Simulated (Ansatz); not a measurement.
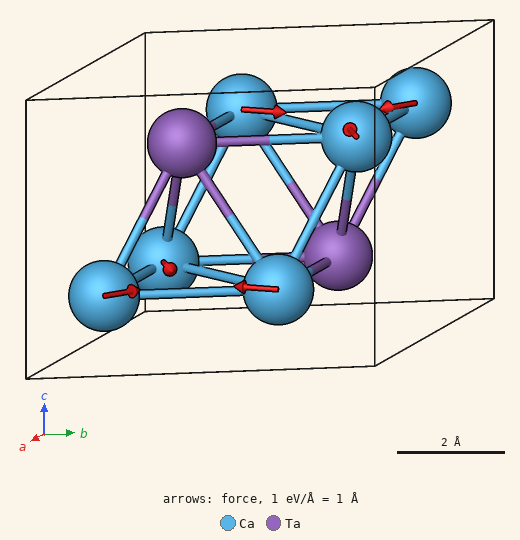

Starting geometry of solid Ca₃Ta (built on the Ni3Sn (D0_19)_194 type) (coarse preliminary run) with the computed forces as red arrows. The picture is a ball-and-stick view of the cell of the calculation, seen slightly off an axis.

Case: Ni3Sn (D0_19) type (P6_3/mmc, No. 194).

The calculation used Ansatz, DFT PBE, scalar-relativistic, plane waves, PAW. (plane-wave cutoff 420 eV; k-point mesh 3 × 3 × 4; occupations gaussian; smearing width 0.1 eV; no spin polarisation; cell and atoms relaxed; force threshold 0.04 eV/Å; at most 70 steps)

> Is this structure relaxed? If not, where do the atoms go?

It isn't relaxed: the largest force vector, on Ca atoms, is 0.92 eV/Å. The atoms end up moving mostly along the starting forces (cosine between the two patterns 1.00). The largest moves relative to the cell, 0.14 Å, are those of Ca atoms. Ta stays in place. The drawn cell changes as follows: a = b 6.662 → 7.198 Å (+8.0 %), c 5.347 → 5.520 Å (+3.2 %); the volume changes by +20.5 %. Among the contacts that change: Ca–Ca 3.338 → 3.841 Å, Ca–Ta 3.331 → 3.602 Å, Ca–Ca 3.296 → 3.540 Å, Ca–Ta 3.291 → 3.372 Å. The space group stays P6_3/mmc (No. 194). After 3 accepted moves (4 points after the start) the energy has fallen by 1.262 eV per cell of the calculation. Largest force component: 0.92 eV/Å at the start, 0.0059 eV/Å at the end. Pressure: 7.78 GPa at the start and −0.01 GPa at the end. At 1 point the geometry stayed and the basis and grid were re-selected for the new cell (energy shift of 5.6 meV per cell of the calculation at most each time).
